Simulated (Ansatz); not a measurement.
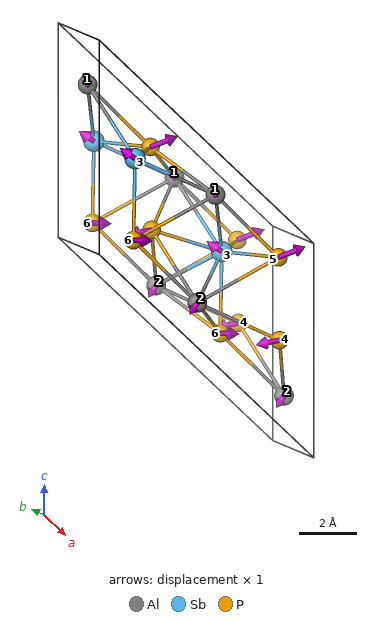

A relaxation of solid Al2SbP3 (built on the Ca2ZnGa3-8 type type). The starting structure is drawn; purple arrows show the displacements (the part carried along by the change of the cell is left out), at their true length.

The picture is a ball-and-stick view of the conventional cell (2 times the calculation's cell), seen slightly off an axis. Lengths and directions refer to the drawn axes.

The calculation used Ansatz, DFT, PBEsol, plane waves, PAW. Settings: plane-wave cutoff 420 eV; k-point mesh 6 × 6 × 4; occupations fermi dirac; smearing width 0.03 eV; no spin polarisation; cell and atoms relaxed; force threshold 0.01 eV/Å; at most 120 steps.

What happened in the run?

After 22 accepted moves (25 points after the start) the energy has fallen by 649 meV per atom. The largest force component goes from 0.51 to 0.0012 eV/Å. The pressure goes from −9.17 to 0.02 GPa. The line search rejected the trial step at point 7 of the run. At 2 points the geometry stayed and the basis and grid were re-selected for the new cell (energy shift of 0.4 meV per atom at most each time). The atom that moves furthest relative to the cell is P5 (1.09 Å along [2 0 3]). By element the largest moves are P 1.09 Å, Sb 0.70 Å, Al 0.52 Å. The drawn cell changes as follows: a 11.124 → 9.362 Å (−15.8 %), b 4.701 → 4.790 Å (+1.9 %), c 7.717 → 6.018 Å (−22.0 %), β 133.6° → 125.1°; the volume changes by −24.4 %. Near-neighbour distances that change, for instance: Sb3–P5 4.715 → 2.990 Å, Al2–P5 3.397 → 4.747 Å, Sb3–P5 (another image) 2.712 → 3.763 Å, Al2–P4 3.423 → 2.411 Å. Bond angles that change, for instance: P4–Sb3–P6 107.7° → 114.3°. The space group stays Cm (No. 8).
